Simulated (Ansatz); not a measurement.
# Mo wire along [111], 24 atoms a period: bands along the axis, part 2 of 2

Wanted: the relaxed geometry and the bands of the Mo wire along [111], 24 atoms a period.

Ansatz 0.2.0; DFT PBE, plane waves, PAW; relaxation of a wire's period; PAW set soft_1 (the session's first sound run).

So far: Set-up; Relaxing the period.

### 2. Relaxing the period (continued)

Relaxation path:

```csv
step,energy less that of the first step (eV),largest force component (eV/Å),pressure (GPa),volume (Å³)
1,0.0000,1.6165,-5.55,905.51
2,-1.0295,1.2506,3.40,869.94
3,-1.5418,0.4750,-0.08,885.48
4,-1.6157,0.1507,-0.26,885.22
5,-1.6277,0.0539,-0.07,885.86
6,-1.6289,0.0124,-0.02,885.94
7*,-1.6267,0.0124,-0.02,885.94
```

Relaxation steps marked * repeat the geometry before them on a plane-wave basis chosen anew for their cell, so energy and pressure can jump there.

The run keeps the 2 symmetry operations that it works with, so distortions that break them were not tested.

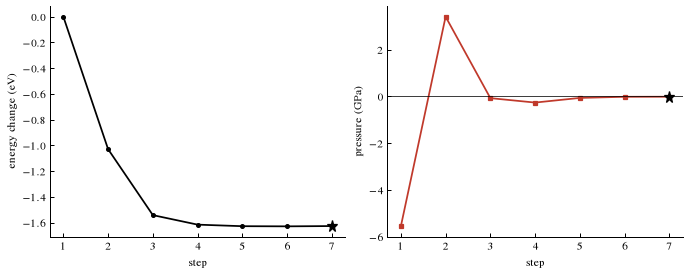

Energy and pressure along the relaxation. Stars mark steps on a basis chosen anew.

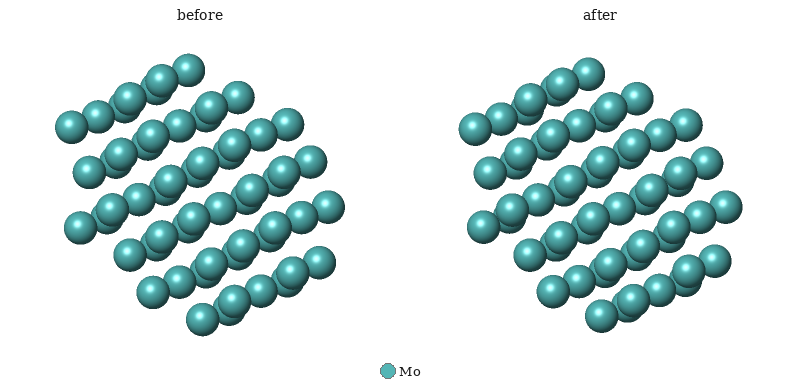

Before and after, at one scale.

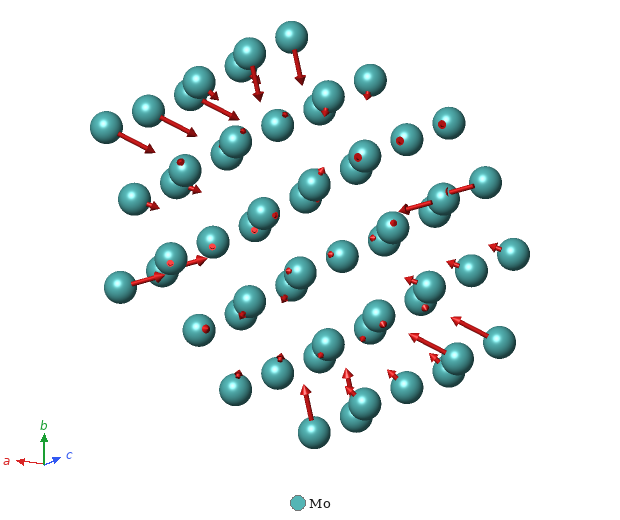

Displacements in the relaxation, exaggerated, measured against the changing cell; the longest in the cell stands for 0.20 Å. 1×1×2 cells are drawn. Some periodic images of atoms are drawn too.

```csv
cell as run,before,after,change
c (Å),2.737,2.677,-2.2 %
```

The atoms that moved most (Å, along periodic axes as changes of fractional coordinates times the final cell, across vacuum about the mean position):

```csv
atom,dx,dy,dz,length
Mo13,0.156,0.092,-0.081,0.198
Mo24,-0.156,-0.092,0.081,0.198
Mo10,-0.030,-0.175,0.023,0.179
Mo7,0.030,0.175,-0.023,0.179
Mo5,0.165,-0.057,-0.022,0.176
Mo12,-0.165,0.057,0.022,0.176
Mo1,0.060,0.021,-0.018,0.066
Mo20,-0.060,-0.021,0.018,0.066
```

This step gave:

| Quantity | Value |
| --- | --- |
| energy at zero smearing | -118924.1023 eV |
| cell length along the wire | 2.677 Å |

The cell's length comes to 2.677 Å with spin left out.

### 3. Bands of the perfect wire

This step: DFT PBE, plane waves, PAW; bands of a perfect wire; PAW set soft_1 (Ansatz 0.2.0).

At the relaxed period the bands are computed along the axis; those that cross an energy going forward count the channels that a perfect wire would open there.

Input file input.yaml:

```yaml
crystal:
  lattice:
    - [17.972, 0.0, 0.0]
    - [0.0, 18.411, 0.0]
    - [0.0, 0.0, 2.6774938529]
  atoms:
    - { symbol: Mo, position: [0.192505609, 0.466096273, 0.993103512] }
    - { symbol: Mo, position: [0.315412576, 0.674517893, 0.009671723] }
    - { symbol: Mo, position: [0.438471418, 0.465374195, 0.990135625] }
    - { symbol: Mo, position: [0.561966416, 0.676059104, 0.008543234] }
    - { symbol: Mo, position: [0.198336409, 0.601996723, 0.325081941] }
    - { symbol: Mo, position: [0.312084925, 0.394172965, 0.323532993] }
    - { symbol: Mo, position: [0.439479926, 0.194172763, 0.324817279] }
    - { symbol: Mo, position: [0.436656118, 0.607117142, 0.333408336] }
    - { symbol: Mo, position: [0.563343882, 0.39286012, 0.33325833] }
    - { symbol: Mo, position: [0.560520074, 0.805804499, 0.341849387] }
    - { symbol: Mo, position: [0.687915075, 0.605804298, 0.343133674] }
    - { symbol: Mo, position: [0.801663591, 0.39798054, 0.341584726] }
    - { symbol: Mo, position: [0.197846689, 0.329820901, 0.636425139] }
    - { symbol: Mo, position: [0.312759393, 0.535809176, 0.658391425] }
    - { symbol: Mo, position: [0.438033584, 0.323918159, 0.658123433] }
    - { symbol: Mo, position: [0.437534642, 0.743329425, 0.657074506] }
    - { symbol: Mo, position: [0.561528582, 0.534603067, 0.676531042] }
    - { symbol: Mo, position: [0.684587424, 0.325459369, 0.656994943] }
    - { symbol: Mo, position: [0.684014019, 0.742886348, 0.673428607] }
    - { symbol: Mo, position: [0.807494391, 0.533880989, 0.673563155] }
    - { symbol: Mo, position: [0.315985981, 0.257090914, 0.993238059] }
    - { symbol: Mo, position: [0.562465358, 0.256647837, 0.009592161] }
    - { symbol: Mo, position: [0.687240607, 0.464168087, 0.008275242] }
    - { symbol: Mo, position: [0.802153311, 0.670156361, 0.030241528] }
kpoints:
  mp_grid: { grid: [1, 1, 30] }
  band_path: { path: ["Γ", Z], npoints: 90 }
scf:
  occupations: { method: fermi_dirac, width: 0.05 }
hamiltonian:
  xc: pbe
  pseudopotentials: { kind: paw, azcp: { folder: soft_1 } }
output:
  dos: { e_range: [-5, 4] }
  write_potential: true
  write_density: true
  volumetric_format: npy
```

On the command line:

```sh
> ansatz run input.yaml --threads 4 --pin off --max-ram 16384MiB --backend cpu --events-out ev --progress --plain --runs-dir out
```

Numbers of over 12 decimals in the logs are rounded to 6 here.

What it wrote:

```text
[...]
Crystal: 24 atoms, lattice volume = 885.936 Å³
Basis set: ecut = 420 eV, 17397 PW (Γ)
Bands: 202, of which v1, the nominal top of the filled ones, is band 168 counted from 1 (167 counted from 0)
Symmetry: 2 space group operations
[...]
k-points: 16 of 30
[...]
SCF iter   1: F=—  HF=-118944.528836 eV  |F-HF|=—  |Δ(HF+E_count)|=         —  Δρ=6.71e-2  dr2=1.61e2  ethr=3.10e-3  ⟨swp⟩=9.9  Hψ=16041  notcnv=0
[...]
SCF iter  12: F=-118924.197728 eV  HF=-118924.197728 eV  |F-HF|=5.73e-9  |Δ(HF+E_count)|=   9.12e-8  Δρ=9.29e-7  dr2=1.66e-8  ethr=2.98e-11  ⟨swp⟩=13.1  Hψ=10133  notcnv=0
SCF 1 converged in 12 iterations: F = -118924.197728 eV  dr2 = 1.66e-8
[...]
NSCF: frozen V_eff on 91 k-points
WARN: The output density's exchange-correlation potential varies sharply where the density is thin. Do not read a vacuum level from v_tot or v_xc, or from such a field of the output density. On a cell that repeats whose density bears no net charge and no dipole along the vacuum's axis use v_es (v_loc + v_h of the components); under efield.dipole_correction with no amplitude use v_es + v_field, which holds any externa [...]
SCF converged after 12 iterations
Free energy (F): -118924.197728 eV
[...]
Internal energy: -118924.006900 eV  (E = F + TS)
E sigma→0 (E₀):  -118924.102314 eV
Entropy (-TS):   -0.190828 eV (-7.951 meV/atom)
Fermi energy:    6.533066 eV
[...]
--- Band table (eV; the first three rows and the last of 16) ---
  k-point 0: bands = [... 164 lower, 6.2581, 6.2713, 6.4213, 6.4623, 6.4783, 6.4994, 7.0497, 7.0675, ... 30 higher]
  k-point 1: bands = [... 164 lower, 6.2525, 6.3078, 6.3784, 6.4076, 6.4552, 6.4993, 6.9939, 7.0259, ... 30 higher]
  k-point 2: bands = [... 164 lower, 6.1930, 6.2162, 6.2662, 6.3281, 6.3684, 6.4744, 6.8372, 6.9087, ... 30 higher]
  k-point 15: bands = [... 164 lower, 7.1159, 7.1499, 7.1540, 7.2533, 7.2733, 7.3358, 7.3505, 7.3689, ... 30 higher]
```

Wall time 7.7 min (4 threads of Arm Neoverse V1, shared host); peak memory 8.2 GiB.

Numbers from this step:

```
band gap : 0 eV
```

Electronic bands along the path, in eV, zero at the Fermi level; # counts the bands kept:

```csv
point,#45,#46,#47,#48,#49,#50,#51,#52
Γ,-0.11,-0.07,-0.05,-0.03,0.52,0.53,0.65,0.75
Z,0.62,0.72,0.74,0.80,0.82,0.84,0.84,1.04
```

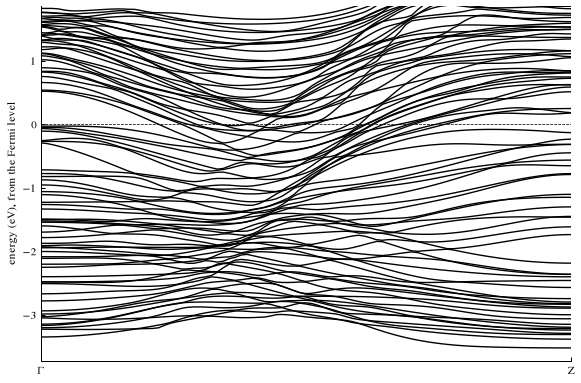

Electronic bands along the path.

Between Γ and Z the bands cross the Fermi level 22 times, so a perfect wire would conduct at least 22 G₀, with spin left out.

### 4. What came out

```yaml
cell_length_pbe: 2.677 Å
ballistic_conductance_by_band_crossings_a_lower_bound_pbe: 22 G₀
```

What this shows: Under PBE the cell's length is 2.68 Å, and the bands cross the Fermi level 22 times between Γ and Z, which gives a perfect wire at least 22 G₀ (opposite crossings within one step of the path cancel in such a count). No spin was allowed, though thin wires with open d shells can turn magnetic.

[Logs are printed without paths, hosts, clocks, repeated set-up lines and the standing remarks that a program may print on its own settings, such as how far it seeks lower states.]

[Hosts, paths, dates, database ids (printed as entryN), source tags and the programs' standing remarks are cut or masked in the printed files.]
